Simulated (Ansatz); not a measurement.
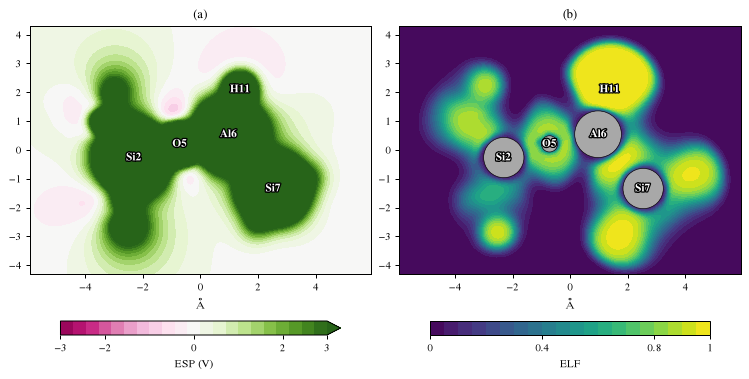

Figure. AlFH₇NO₂Si₂ (SMILES N[Si](O)(F)[O][AlH][SiH3]). (a) electrostatic potential; (b) electron localisation function on the plane of atoms O5, Al6 and Si7. Grey discs cover the atomic cores in the ELF map.

Method: RKS PBE0-D4/6-31G in Ansatz.

The calculation's input:

```
crystal:
  periodic: [false, false, false]
  atoms:
    - { symbol: "N", position_ang: [0.055, -2.3465, -1.0787] }
    - { symbol: Si, position_ang: [-0.1382, -1.5557, 0.5301] }
    - { symbol: O, position_ang: [1.3203, -0.7999, 0.9382] }
    - { symbol: F, position_ang: [-0.3971, -2.7493, 1.6559] }
    - { symbol: O, position_ang: [-1.4174, -0.411, 0.5339] }
    - { symbol: Al, position_ang: [-0.9914, 0.9381, -0.6537] }
    - { symbol: Si, position_ang: [0.3206, 2.7736, 0.0539] }
    - { symbol: H, position_ang: [-0.5402, -1.80527, -1.72053] }
    - { symbol: H, position_ang: [0.99364, -2.26729, -1.31841] }
    - { symbol: H, position_ang: [1.1843, -0.3817, 1.8567] }
    - { symbol: H, position_ang: [-1.4596, 0.7958, -2.1553] }
    - { symbol: H, position_ang: [1.6042, 2.303, 0.5846] }
    - { symbol: H, position_ang: [0.4728, 3.6983, -1.1058] }
    - { symbol: H, position_ang: [-0.451, 3.5031, 1.1288] }
basis:
  gaussian: { orbitals: "6-31G" }
hamiltonian:
  xc: pbe0
  dispersion: d4
relax:
  f_tol: 0.015
  max_steps: 40
output:
  orbitals: {}
```

Launched as:

```sh
ansatz run input.yaml --threads 1 --pin off --max-ram 2048MiB --backend cpu --events-out ev --progress --plain --runs-dir out
```

The fields are those of the relaxed geometry.

Question: Describe what can be read from this map.

Answer: Atoms in the plane: Si, O, Al and H. Si–O (1.66 Å): the ELF peaks at about 0.85 between the atoms (a polar covalent bond). Al–O (1.72 Å): the ELF peaks at about 0.85 in the valence shell of O, 0.6 Å from its nucleus, and is about 0.30 at the midpoint. Al–Si (2.45 Å): the ELF peaks at about 0.95 between the atoms: a shared electron pair. The ELF also peaks beside O5 and N1, away from the bonds: lone-pair regions. Outside the dense part of the molecule the potential is most negative (−0.9 V) near O5.
